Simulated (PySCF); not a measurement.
Molecule: Ge(H)(SMe)3, C₃H₁₀GeS₃, SMILES C[S][GeH]([S]C)[S]C. Atoms near the plane z = 0.8 Å, at the GFN2-xTB optimised geometry (x, y, z in Å): Ge1 (-0.3, -1.0, 0.0), S2 (1.9, -1.0, 0.0), C3 (2.3, 0.4, 1.1), S6 (-1.1, 1.1, 0.0), C7 (-2.9, 0.8, -0.1), H8 (-0.9, -1.7, 1.2), H10 (3.3, 0.6, 1.0), H11 (1.7, 1.3, 0.7), H15 (-3.3, 1.7, -0.1), H16 (-3.2, 0.2, 0.8).

Method: CAM-B3LYP/def2-SVP in PySCF 2.14.0. Cells within 0.4 Å of a nucleus heavier than hydrogen are left out (blank, or x). The values are rescaled to run from 0 to 1.

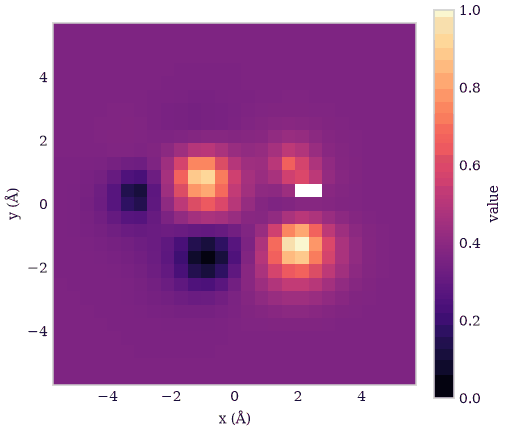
a field on the plane z = 0.8 Å.

**Question.** Which quantity is mapped?
A) Laplacian of the electron density
B) an orbital amplitude
C) electron localisation function
D) deformation density (molecule minus spherical neutral atoms)

**Answer.** B, an orbital amplitude. In full: HOMO−1 amplitude (bohr^(-3/2)).
